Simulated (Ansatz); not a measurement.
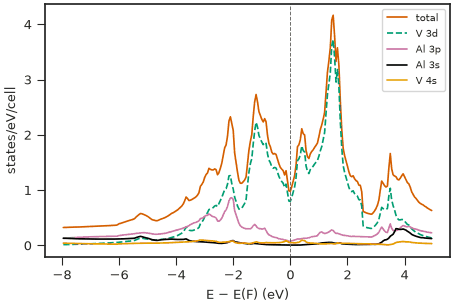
*Total and projected density of states of AlV in space group Cmmm (No. 65; Al on 2a, V on 2c), DFT-PBEsol in the program Ansatz with PAW potentials*

### Question
Which orbitals carry the states next to the Fermi level?

### Answer
Within 0.5 eV of the Fermi level: V 3d 84 %, Al 3p 7 %. Projections are on Löwdin-orthogonalised atomic valence shells; empty p or d shells of many metals are not among them.

### Question
Where is the tallest occupied peak in this window, and what makes it?

### Answer
Near -1.2 eV, about 2.7 states/eV per cell; the largest projected share is V 3d.

The workflow started from a Materials Project entry (that database holds measured and hypothetical structures alike); the Crystallography Open Database copy checked does not list it. With Al and V taken as one species the cell has the higher symmetry I4/mmm, so it may be an ordered model of a mixed-site phase. Its standing as an ambient phase is unchecked. The cell was relaxed with PBEsol under the symmetry of its start; whether a distortion lowers the energy is not shown. No spin polarisation was allowed.

Potentials: the later of the program's two PAW sets.
